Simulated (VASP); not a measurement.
Band structure of LiCl (relaxed from the zinc blende structure, space group F-43m). Computed with PBE GGA, VASP's PBE PAW potentials (set 64) (plane waves; VASP).

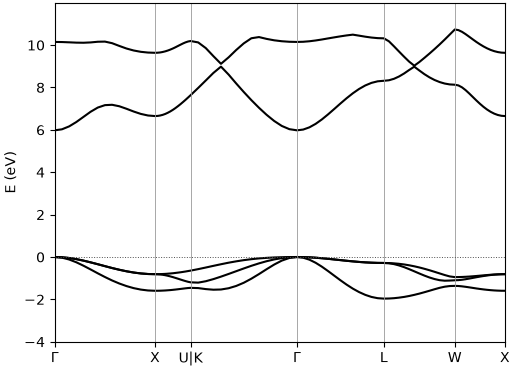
Figure: Bands along high-symmetry lines, zero at the valence-band maximum or, without a gap, the Fermi level

Problem. Read the plot: is there a gap, and where are the band edges?

Solution. The gap is direct, 5.98 eV, from the valence maximum at Γ to the conduction minimum at Γ. (Edges off the drawn lines would not show.)

The structure was generated: LiCl was put into the zinc blende type (F-43m), which need not be its known phase. It was relaxed first, which changed the volume by +11 %.
